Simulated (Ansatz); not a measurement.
MoTe$_{2}$ (2H-MoS2 type, space group P6_3/mmc)

```
CELL_PARAMETERS angstrom
      3.54193     0.00000     0.00000
     -1.77097     3.06740     0.00000
      0.00000     0.00000    14.18201
ATOMIC_POSITIONS crystal
  Mo 0.33333 0.66667 0.75000
  Mo 0.66667 0.33333 0.25000
  Te 0.33333 0.66667 0.12347
  Te 0.66667 0.33333 0.62347
  Te 0.66667 0.33333 0.87653
  Te 0.33333 0.66667 0.37653
```

The volume is varied about the relaxed value V₀ at fixed cell shape. The atoms relax within the cell's symmetry.

The numbers are results of r2SCAN+rVV10 (plane waves to 500 eV, PAW, scalar-relativistic; Ansatz, an electronic-structure program), not measurements. k mesh 11×11×3 (Γ-centred), Fermi-Dirac smearing 0.05 eV. Energies are smeared free energies. With the shape held, the modulus is that of even scaling; a crystal free to change shape is softer. MoTe2 is run without spin polarisation. MoTe2 was relaxed with its symmetry unable to fall. Spin-orbit coupling is left out, though Te is heavy. The PAW data are Ansatz's earlier set. ΔE is measured from the relaxed starting cell.

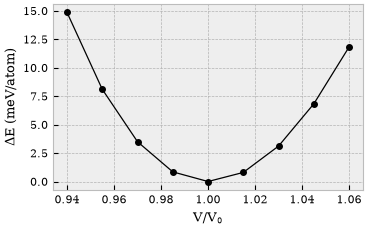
Fig. 1. ΔE (meV/atom) against V/V₀; markers are the computed points, lines only join them.

What bulk modulus at fixed cell shape B₀ follows from a third-order Birch-Murnaghan fit?

About 46 GPa.

What is ΔE at V/V₀ = 1.060?

About 12 meV/atom.

What is ΔE at V/V₀ = 0.940?

About 15 meV/atom.

(Under strain, the slope of the energy per volume gives the stress and its curvature an elastic modulus.)
